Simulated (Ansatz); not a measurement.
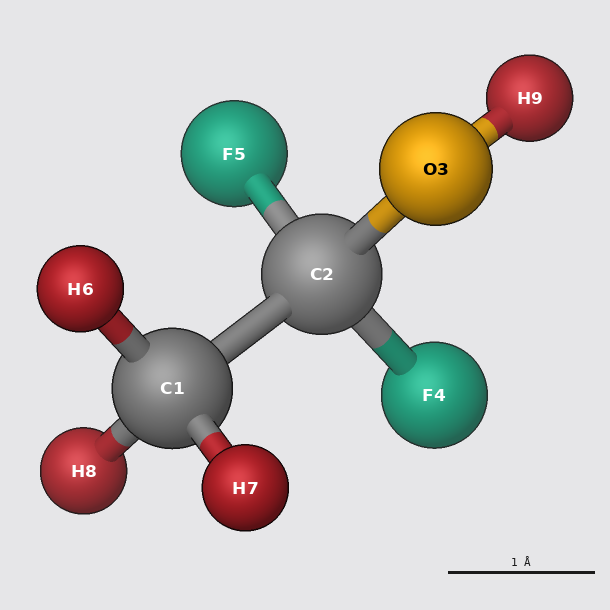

Atoms carry their numbers in the input. The computed structure is the end point of a PBE0-D4/def2-TZVP optimisation.

List the bonds and their lengths.

```csv
bond,length (Å),order
C1–C2,1.498,single
C1–H6,1.089,single
C1–H7,1.089,single
C1–H8,1.089,single
C2–O3,1.354,single
C2–F4,1.366,single
C2–F5,1.366,single
O3–H9,0.965,single
```
